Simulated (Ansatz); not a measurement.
System (SMILES): N (NH3).
Geometry (B3LYP-D3(BJ)/def2-TZVP, fixed):
```
N
H 1 1.0136
H 1 1.0136 2 107.33
H 1 1.0136 2 107.33 3 -115.09
```

Basis-set convergence of the dipole moment at PBE with Ansatz (a program for electronic structure). Dipoles come from the density behind the forces; the sign is taken along the dipole that this method gives in the largest set. Cartesian d functions, on some or all atoms, in 6-31G*, 6-31+G*; all else is spherical. The program fits the integrals of some runs and decomposes those of others, by size. No added dispersion term, no relativity. Reference: the value in aug-pcseg-3, 1.444 D, itself unsure by roughly 0.002 D (its mean distance from aug-cc-pVQZ, def2-QZVPPD). Deviations are taken from unrounded values.

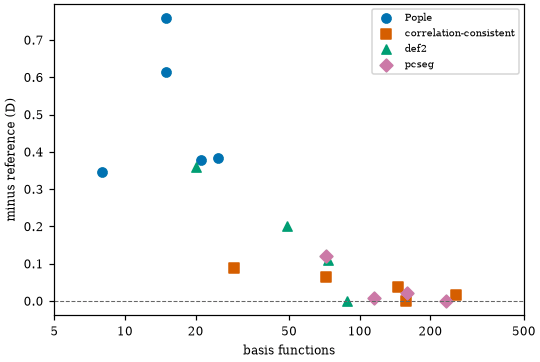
*Deviation from the reference against the number of basis functions, by family of sets.*

```json
[
 {"basis": "STO-3G", "functions": "8", "dipole moment (D)": "1.789", "minus reference (D)": "0.345"},
 {"basis": "3-21G", "functions": "15", "dipole moment (D)": "2.059", "minus reference (D)": "0.615"},
 {"basis": "6-31G", "functions": "15", "dipole moment (D)": "2.204", "minus reference (D)": "0.760"},
 {"basis": "def2-SV(P)", "functions": "20", "dipole moment (D)": "1.804", "minus reference (D)": "0.360"},
 {"basis": "6-31G*", "functions": "21", "dipole moment (D)": "1.823", "minus reference (D)": "0.379"},
 {"basis": "6-31+G*", "functions": "25", "dipole moment (D)": "1.828", "minus reference (D)": "0.384"},
 {"basis": "cc-pVDZ", "functions": "29", "dipole moment (D)": "1.533", "minus reference (D)": "0.089"},
 {"basis": "def2-TZVP", "functions": "49", "dipole moment (D)": "1.646", "minus reference (D)": "0.202"},
 {"basis": "cc-pVTZ", "functions": "72", "dipole moment (D)": "1.508", "minus reference (D)": "0.064"},
 {"basis": "pcseg-2", "functions": "72", "dipole moment (D)": "1.566", "minus reference (D)": "0.121"},
 {"basis": "def2-TZVPP", "functions": "73", "dipole moment (D)": "1.553", "minus reference (D)": "0.109"},
 {"basis": "def2-TZVPPD", "functions": "88", "dipole moment (D)": "1.444", "minus reference (D)": "0.000"},
 {"basis": "aug-pcseg-2", "functions": "115", "dipole moment (D)": "1.452", "minus reference (D)": "0.008"},
 {"basis": "cc-pVQZ", "functions": "145", "dipole moment (D)": "1.483", "minus reference (D)": "0.039"},
 {"basis": "d-aug-cc-pVTZ", "functions": "158", "dipole moment (D)": "1.444", "minus reference (D)": "-0.001"},
 {"basis": "pcseg-3", "functions": "159", "dipole moment (D)": "1.465", "minus reference (D)": "0.020"},
 {"basis": "aug-pcseg-3", "functions": "232", "dipole moment (D)": "1.444", "minus reference (D)": "0.000"},
 {"basis": "cc-pV5Z", "functions": "256", "dipole moment (D)": "1.460", "minus reference (D)": "0.016"}
]
```
